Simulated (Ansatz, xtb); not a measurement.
Breaking the C2–H3 bond in CH4OSn (SMILES [CH3][Sn][OH]) (multiplicity 1 held, fragments rigid). Energies count from the point at 1.093 Å.
Geometry at that point (charge 0, multiplicity 1):
```tsv
atom	x (Å)	y (Å)	z (Å)
Sn	0.0224	-0.0636	0.3886
C	0.4195	1.6072	-0.9817
H	-0.2020	2.4693	-0.7259
H	0.2008	1.2878	-2.0005
H	1.4642	1.9210	-0.9117
O	-0.5375	-1.2505	-1.1305
H	-0.7986	-2.1366	-0.8572
```

U- levels take the lowest unrestricted solution at each point, which mixes spins at long bonds. Active spaces are followed from a long bond inwards. Levels need not reach the same state.

Correlated levels freeze the cores. Filled d and f shells under p-block atoms count as core.

Codes used: Ansatz (a first-principles code) with Gaussian orbitals; xtb for the GFN methods.  In def2 rows elements past Kr take small-core potentials, without spin–orbit coupling. The GFN methods have no spin term and hold the electronic entropy of 300 K.

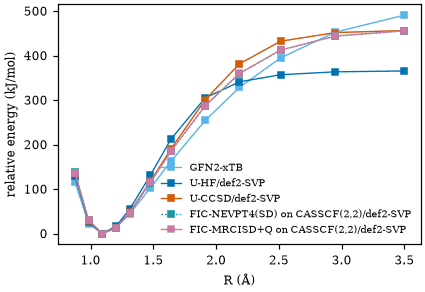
Figure: Relative energy along the coordinate

Question: Read off the GFN2-xTB curve at R = 1.913.

Answer: about 250 kJ/mol

Doubts at one or more of the structures used: a spin-contaminated determinant (U-HF/def2-SVP, U-CCSD/def2-SVP); T1 above 0.05 (U-CCSD/def2-SVP).
